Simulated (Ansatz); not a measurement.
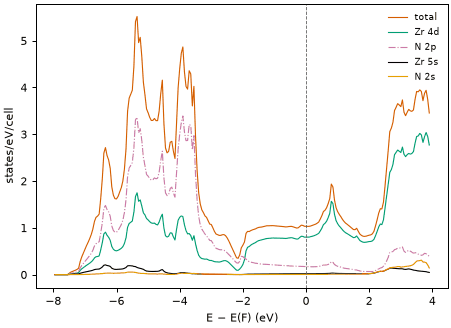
*Total and projected density of states of ZrN (NiAs type, space group No. 194), plane-wave PAW PBEsol (Ansatz code)*

Task: Which orbitals carry the states next to the Fermi level?

Result: Within 0.5 eV of the Fermi level: Zr 4d 78 %, N 2p 17 %. Projections are on Löwdin-orthogonalised atomic valence shells; empty p or d shells of many metals are not among them.

Task: Where is the tallest occupied peak in this window, and what makes it?

Result: Near -5.3 eV, about 5.5 states/eV per cell; the largest projected share is N 2p.

Space group P6_3/mmc (NiAs type). The first step of the workflow began from a Materials Project structure, measured or hypothetical; the Crystallography Open Database copy checked does not list it. It is not the phase usual at ambient conditions (space group No. 225). The PBEsol relaxation kept the symmetry of its start; whether a distortion lowers the energy is not shown. No spin polarisation was allowed. Scalar-relativistic: spin–orbit coupling is off unless named, which matters more the heavier the elements.

Potentials: the later of the program's two PAW sets.
